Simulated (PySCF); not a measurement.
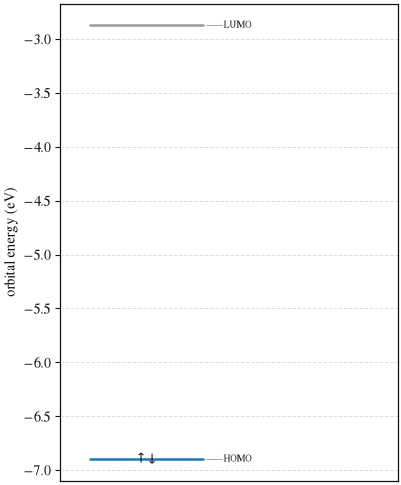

Kohn-Sham orbital energies near the frontier, B3LYP/def2-SVPD, PySCF, at a GFN2-xTB geometry (no frequency check), isolated molecule; empty levels in grey, levels within 0.03 eV side by side.

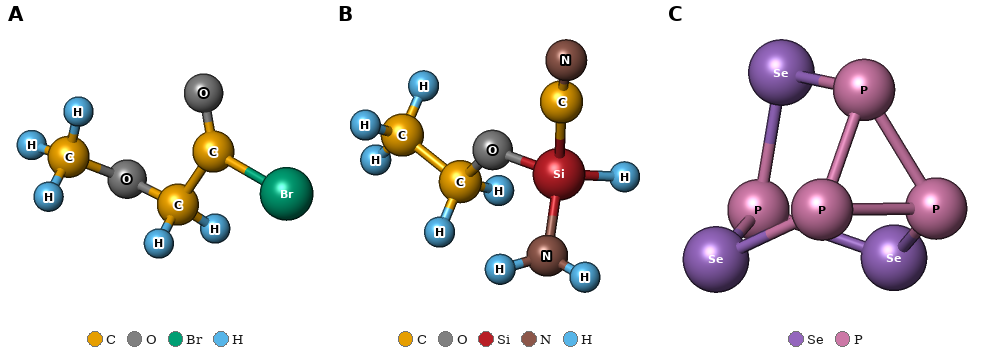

Which molecule has this level scheme? The candidates are drawn in the second picture.

Answer. Structure C, P₄Se₃ (tetraphosphorous triselenide), SMILES [se]1p2[se]p3p1p3[se]2. HOMO −6.90 eV, LUMO −2.87 eV, separation 4.03 eV.

Note: the tight-binding geometry is rougher than a DFT one and adds to the error; spin-orbit coupling is left out, and with Se it can shift these levels and split any degenerate set.
